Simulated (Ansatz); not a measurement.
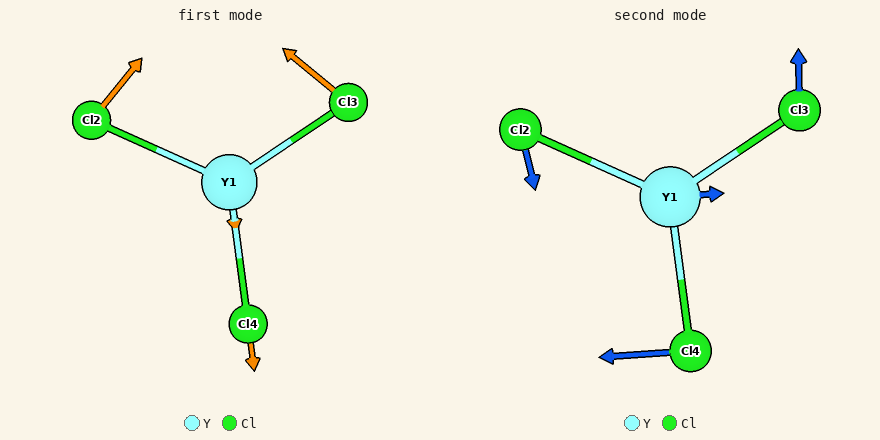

The system is YCl3; the picture shows the reference structure; its two panels give the patterns of the first and the second mode as arrows. First axis: normal mode 2 (84 cm⁻¹). Second axis: normal mode 3 (84 cm⁻¹). Nothing is relaxed (straight displacements along the two mass-weighted modes). The scan uses a 15 × 15 grid; 120 points were computed and 105 follow by symmetry. Points are written as (first, second). All energies are given in cm⁻¹ relative to the relaxed molecule at the same level. Method: Ansatz, RHF/def2-TZVP.

Its coordinates:

```xyz
4

Y     0.0000    0.0000    0.0004
Cl    2.4752   -0.0263    0.0249
Cl   -1.2148    2.1568   -0.0143
Cl   -1.2603   -2.1305   -0.0110
```

Range: normal mode 2 (84 cm⁻¹) from −4.32 to 4.32 amu½·Å; normal mode 3 (84 cm⁻¹) from −3.85 to 3.85 amu½·Å.

What landscape does the calculation give?

The lowest grid point is at (0.00 amu½·Å, 0.00 amu½·Å), 0 cm⁻¹ from the relaxed molecule at the same level. It is the only kind of minimum in the scanned range. The highest grid point, (−4.32 amu½·Å, −3.85 amu½·Å), lies 5000 cm⁻¹ above the lowest.

| normal mode 3 (84 cm⁻¹) ↓, normal mode 2 (84 cm⁻¹) → | −4.32 | −3.70 | −3.09 | −2.47 | −1.85 | −1.23 | −0.62 | 0.00 | 0.62 | 1.23 | 1.85 | 2.47 | 3.09 | 3.70 | 4.32 |
| --- | --- | --- | --- | --- | --- | --- | --- | --- | --- | --- | --- | --- | --- | --- | --- |
| 3.85 | 5000 | 4182 | 3494 | 2931 | 2484 | 2151 | 1926 | 1808 | 1800 | 1904 | 2127 | 2478 | 2969 | 3613 | 4427 |
| 3.30 | 4196 | 3429 | 2791 | 2274 | 1870 | 1572 | 1376 | 1281 | 1286 | 1397 | 1621 | 1968 | 2451 | 3086 | 3892 |
| 2.75 | 3545 | 2820 | 2224 | 1746 | 1377 | 1109 | 938 | 860 | 876 | 993 | 1216 | 1558 | 2034 | 2661 | 3459 |
| 2.20 | 3034 | 2343 | 1780 | 1334 | 993 | 750 | 598 | 534 | 560 | 679 | 902 | 1240 | 1709 | 2329 | 3121 |
| 1.65 | 2651 | 1986 | 1449 | 1027 | 708 | 483 | 346 | 293 | 325 | 448 | 669 | 1004 | 1468 | 2081 | 2868 |
| 1.10 | 2384 | 1738 | 1219 | 814 | 511 | 300 | 173 | 128 | 165 | 289 | 510 | 841 | 1301 | 1911 | 2693 |
| 0.55 | 2228 | 1593 | 1085 | 690 | 396 | 193 | 73 | 32 | 71 | 196 | 416 | 746 | 1204 | 1810 | 2590 |
| 0.00 | 2176 | 1545 | 1040 | 649 | 358 | 158 | 39 | 0 | 40 | 166 | 386 | 715 | 1172 | 1777 | 2556 |
| −0.55 | 2228 | 1593 | 1085 | 690 | 396 | 193 | 73 | 32 | 71 | 196 | 416 | 746 | 1204 | 1810 | 2590 |
| −1.10 | 2384 | 1738 | 1219 | 814 | 511 | 300 | 173 | 128 | 165 | 289 | 510 | 841 | 1301 | 1911 | 2693 |
| −1.65 | 2651 | 1986 | 1449 | 1027 | 708 | 483 | 346 | 293 | 325 | 448 | 669 | 1004 | 1468 | 2081 | 2868 |
| −2.20 | 3034 | 2343 | 1780 | 1334 | 993 | 750 | 598 | 534 | 560 | 679 | 902 | 1240 | 1709 | 2329 | 3121 |
| −2.75 | 3545 | 2820 | 2224 | 1746 | 1377 | 1109 | 938 | 860 | 876 | 993 | 1216 | 1558 | 2034 | 2661 | 3459 |
| −3.30 | 4196 | 3429 | 2791 | 2274 | 1870 | 1572 | 1376 | 1281 | 1286 | 1397 | 1621 | 1968 | 2451 | 3086 | 3892 |
| −3.85 | 5000 | 4182 | 3494 | 2931 | 2484 | 2151 | 1926 | 1808 | 1800 | 1904 | 2127 | 2478 | 2969 | 3613 | 4427 |

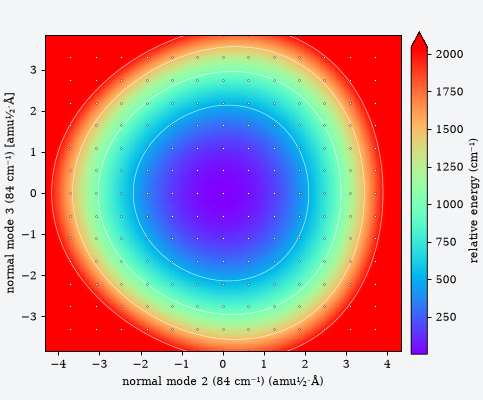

Drawn: a smooth colour map with a few white contour lines, dots at the grid points, one colour for all values above the top of the scale. Between grid points the surface is interpolated.

Each point was launched as `ansatz run input.yaml --threads 1 --pin off --max-ram 2560MiB --backend cpu --events-out ev --progress --plain --runs-dir out`. Time for the 120 points that were run: 8.5 min on 1 thread of Arm Neoverse V2 (shared host).
